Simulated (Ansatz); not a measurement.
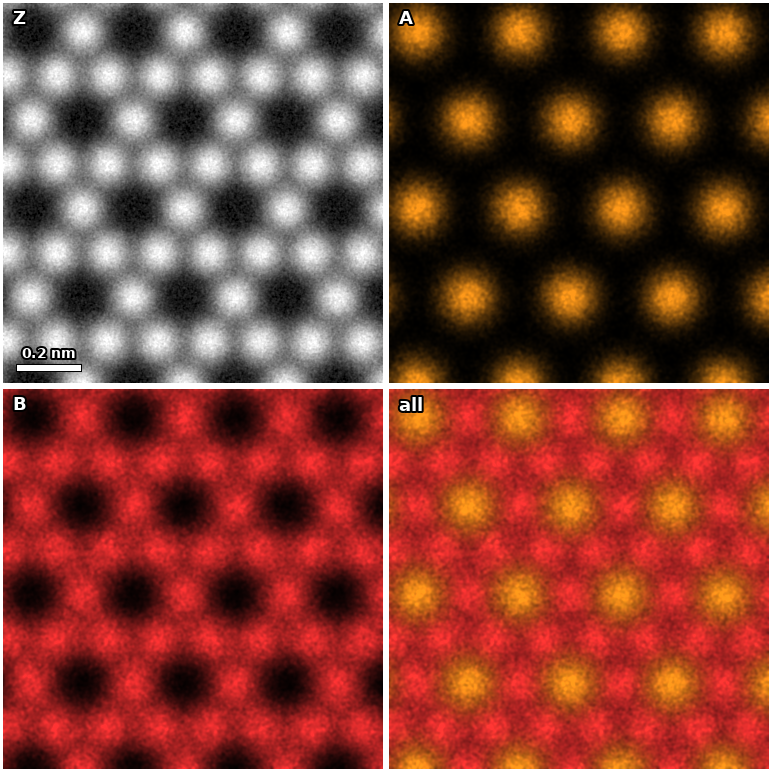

LiW₆S (Fm-3m, No. 225) along [111]. Panel Z: Simulated incoherent Z contrast: every atom adds Z^1.6 spread by a probe of 1.03 Å full width; channelling and multiple scattering are left out. The display is stretched by a gamma of 0.65; percentages refer to the linear signal. Shot noise was added. The other panels are simulated element maps (the number of atoms of one element along the beam, blurred by 1.3 Å, with counting noise; each on its own scale, no channelling); the last overlays them. Model: coordinates from a relaxation with Ansatz 0.2.0, DFT PBE, scalar-relativistic, plane waves, PAW; the starting structure was generated, so it need not be a known form of this composition.

```cif
data_structure
_symmetry_space_group_name_H-M 'Fm-3m'
_symmetry_Int_Tables_number 225
_cell_length_a 7.9013
_cell_length_b 7.9013
_cell_length_c 7.9013
_cell_angle_alpha 90.000
_cell_angle_beta 90.000
_cell_angle_gamma 90.000
_cell_volume 493.29
loop_
_atom_site_label
_atom_site_type_symbol
_atom_site_symmetry_multiplicity
_atom_site_Wyckoff_symbol
_atom_site_fract_x
_atom_site_fract_y
_atom_site_fract_z
_atom_site_occupancy
Li1 Li 4 a 0.00000 0.00000 0.00000 1
W1 W 24 d 0.00000 0.75000 0.75000 1
S1 S 4 b 0.50000 0.00000 0.00000 1
```

Which element does each lettered map show?

A: S, B: W. The projected cell (3.23 × 3.23 Å, 120°) holds 4 columns: 3 of W and 1 of S + Li. No column is shared by two of the mapped elements.
